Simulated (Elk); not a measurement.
Band structure of Yb (Fm-3m, 1 atom in the cell).

```
Yb
1.0
    0.00000     2.75187     2.75187
    2.75187     0.00000     2.75187
    2.75187     2.75187     0.00000
Yb
1
Direct
  0.00000   0.00000   0.00000
```

Level of theory: PBE, all-electron FP-LAPW, Elk's shipped species files, APW+lo basis with extra local orbitals (Elk).

Settings: xctype = 20; rgkmax = 8; stype = 3; swidth = 0.00367493 Ha; ngridk = 7 7 7; gmaxvr = 14 1/bohr; nxlo = 2; lorbcnd = true; lmaxi = 3.

The starting cell comes from a database of computed structures (which also holds hypothetical and non-ambient phases and stackings), without a prior relaxation at this level. Its lattice was rescaled by a random factor within 2.5 % of one. Spin-orbit coupling is off. Spin polarisation is off. Values depend on the basis (sphere radii, cutoffs, local orbitals), which need not be converged.

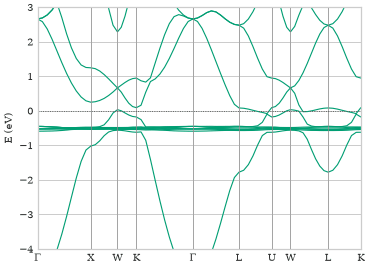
Fig. 1. Bands along the path, energies from the Fermi level.

Levels in eV from the Fermi level, bands 9 to 15:
```json
[
 {"point": "Γ", "9": "-0.53", "10": "-0.45", "11": "-0.45", "12": "-0.45", "13": "2.66", "14": "2.66", "15": "2.66"},
 {"point": "X", "9": "-0.53", "10": "-0.49", "11": "-0.48", "12": "-0.48", "13": "0.25", "14": "1.24", "15": "5.82"},
 {"point": "W", "9": "-0.51", "10": "-0.51", "11": "-0.49", "12": "0.03", "13": "0.66", "14": "0.66", "15": "2.28"},
 {"point": "K", "9": "-0.52", "10": "-0.48", "11": "-0.47", "12": "-0.18", "13": "0.09", "14": "0.95", "15": "4.05"},
 {"point": "L", "9": "-0.53", "10": "-0.47", "11": "-0.47", "12": "-0.45", "13": "0.08", "14": "2.48", "15": "2.48"},
 {"point": "U", "9": "-0.52", "10": "-0.48", "11": "-0.47", "12": "-0.18", "13": "0.09", "14": "0.95", "15": "4.05"}
]
```

Bands cross the Fermi level along this path, so the cell is metallic at this level.
